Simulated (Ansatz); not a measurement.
Take SnO2 in the rutile structure (space group P4_2/mnm, No. 136; a = 4.722 Å, c = 3.190 Å) as the base.

Structures relaxed with LDA, PAW, 420 eV (Ansatz, a program for electronic structure; without spin-orbit coupling).

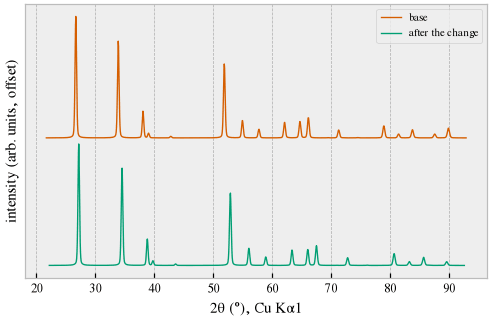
*Simulated powder patterns before (top) and after one change*

Problem. Name the change that was made.
A) isotropic strain −0.60 %
B) isotropic strain −1.80 %
C) isotropic strain −2.40 %
D) isotropic strain −3.00 %

Solution. B, isotropic strain −1.80 %. Its volume per atom is 11.23 Å³ against 11.86 Å³, and its space group is P4_2/mnm (No. 136).

No phonon test of stability was made.
